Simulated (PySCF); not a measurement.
**GeH2 (SMILES [H][Ge][H]) at wB97X-V/STO-3G**

Aim: the energy change on altering one bond length of GeH2 at wB97X-V/STO-3G, from 2 runs. 

The calculation is run with PySCF 2.14.0.

13 further runs of the same task are left out: 1 that didn't finish, 12 set aside as unsound or not needed.

## 1. The system as given

GeH2 has 3 atoms, charge 0, and is taken as a singlet. As SMILES, `[H][Ge][H]`. Geometry: a GFN2-xTB relaxation, a rough one for these elements and not checked as a minimum.

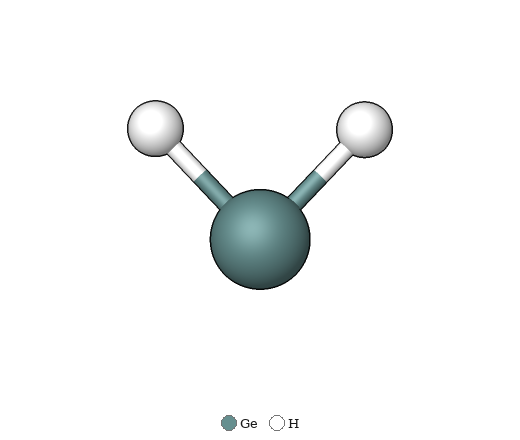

Viewed from a chosen angle; germanium teal, hydrogen white.

## 2. A single-point energy at wB97X-V/STO-3G

calc.py

```python
from pyscf import gto, dft

mol = gto.M(
    atom='''
Ge     0.004590    -0.009050    -0.781020
H      1.098840    -0.017820     0.398440
H     -1.103430     0.026870     0.382580
''',
    charge=0,
    max_memory=1860,
    spin=0,
    verbose=3,
    basis='sto-3g',
)

ks = dft.RKS(mol)
ks.xc = 'wb97x-v'
ks.nlcgrids.level = 1
ks.conv_tol = 1e-10
ks.grids.level = 5
ks.kernel()
if not ks.converged:
    ks = ks.newton().run(ks.mo_coeff, ks.mo_occ)

energy = ks.e_tot
print('E = %.10f Eh' % energy)
```

Started as:

```
$ OMP_NUM_THREADS=1 python calc.py
```

What it wrote:

```text
converged SCF energy = -2053.97845252801
E = -2053.9784525280 Eh
```

It took 8.1 s on 1 thread of Arm Neoverse V2, shared host; peak memory 0.18 GiB.

## 3. The distorted shape, same level

mol.xyz

```xyz
3
GeH2
Ge     0.558572    -0.027009    -1.362791
H      1.652822    -0.035779    -0.183331
H     -1.103430     0.026870     0.382580
```

job.py

```python
from pyscf import gto, dft

mol = gto.M(
    atom='mol.xyz',
    max_memory=1860,
    verbose=3,
    basis='sto-3g',
    charge=0,
)

ks = dft.RKS(mol, xc='wb97x-v')
ks.nlcgrids.level = 1
ks.grids.level = 5
ks.conv_tol = 1e-10
ks.kernel()
if not ks.converged:
    ks = ks.newton().run(ks.mo_coeff, ks.mo_occ)

energy = ks.e_tot
print('E(%s) = %.9f' % ('WB97X-V', energy))
```

Started as:

```
$ OMP_NUM_THREADS=1 python job.py
```

What it wrote:

```text
converged SCF energy = -2053.84685441885
E(WB97X-V) = -2053.846854419
```

Run time: 11 s. Hardware: 1 thread of Arm Neoverse V2, shared host; peak memory 0.18 GiB.

## 4. What came out

Level: wB97X-V/STO-3G.

| quantity | value |
| --- | --- |
| first shape: total energy | -2053.97845 Eh |
| first shape: dipole moment | 0.31 D |
| first shape: HOMO energy | -6.09 eV |
| first shape: LUMO energy | 2.74 eV |
| first shape: HOMO–LUMO gap | 8.83 eV |
| distorted shape: total energy | -2053.84685 Eh |
| distorted shape: dipole moment | 1.37 D |
| distorted shape: HOMO energy | -5.60 eV |
| distorted shape: LUMO energy | 2.48 eV |
| distorted shape: HOMO–LUMO gap | 8.08 eV |
| energy change with the Ge1–H3 bond stretched from 1.607 to 2.411 Å | 3.581 eV |

In words: With the Ge1–H3 bond stretched from 1.607 to 2.411 Å the energy rises by 3.58 eV (83 kcal/mol). The first shape isn't relaxed at this level, so the change isn't measured from a minimum. The minimal basis adds a large error of its own.
